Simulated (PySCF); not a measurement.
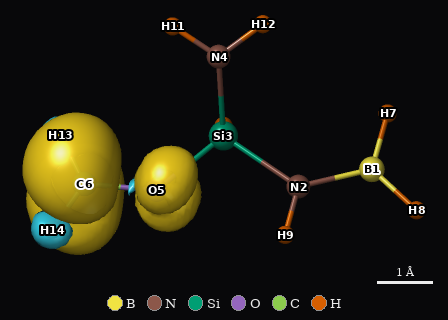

*CH8BN2OSi (doublet). Isosurfaces of the spin density (α minus β) at +0.02 (yellow) and −0.02 e/Å³ (cyan), seen across its widest extent.*

Geometry: GFN2-xTB.

These are results of PySCF 2.14.0, density-fitted response routines, UKS B3LYP, pcH-1 on B C H N O Si, non-relativistic, mean-field spin-orbit, GIAO, not measurements.

```xyz
14

B     2.6352    0.1633    0.1770
N     1.3496   -0.1509    0.5937
Si   -0.1064   -0.2092   -0.3442
N    -0.4938    1.3709   -0.9094
O    -1.1888   -0.6750    0.7855
C    -2.4994   -0.9012    0.7240
H     2.7972    0.4346   -0.9517
H     3.5247    0.1452    0.9401
H     1.2165   -0.3898    1.5652
H    -0.0181   -1.2417   -1.3817
H    -1.4077    1.5557   -1.2911
H     0.2066    1.9021   -1.3996
H    -3.0407   -0.7529   -0.1911
H    -2.9756   -1.2514    1.6164
```

Q: Which atoms carry the spin?

A: The unpaired spin (1 electron) lies mostly on C6 (about 0.7) and O5 (about 0.2), in electrons by Hirshfeld's partition.
